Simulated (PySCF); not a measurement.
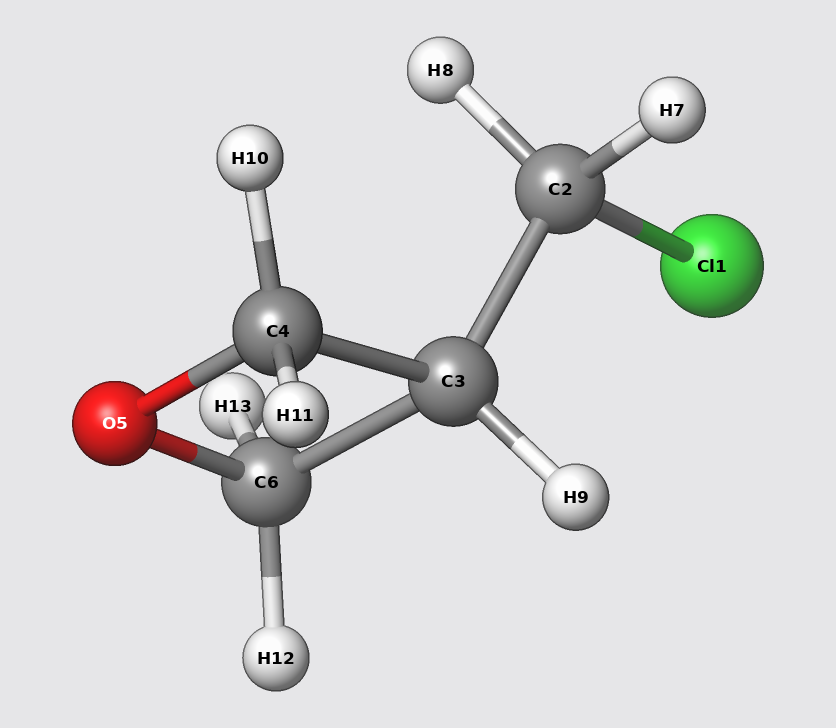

Computed geometry: PBE0-D3(BJ)/def2-SVP optimisation. No frequency run is at hand to confirm it as a minimum. Method: TDDFT B3LYP/def2-SVPD, vertical, gas phase, core orbitals frozen in the response (PySCF 2.14.0), and the same with a continuum solvent (IEF-PCM, Bondi radii x 1.2, gas-phase geometry).

How do dipole (D), HOMO–LUMO gap (eV), lowest singlet (eV) change in methanol (ε = 32.6), water (ε = 78.4)?

| medium | dipole (D) | HOMO–LUMO gap (eV) | lowest singlet (eV) |
| --- | --- | --- | --- |
| gas phase | 1.70 | 7.27 | 6.43 |
| methanol | 2.33 | 7.39 | 6.58 |
| water | 2.35 | 7.39 | 6.59 |
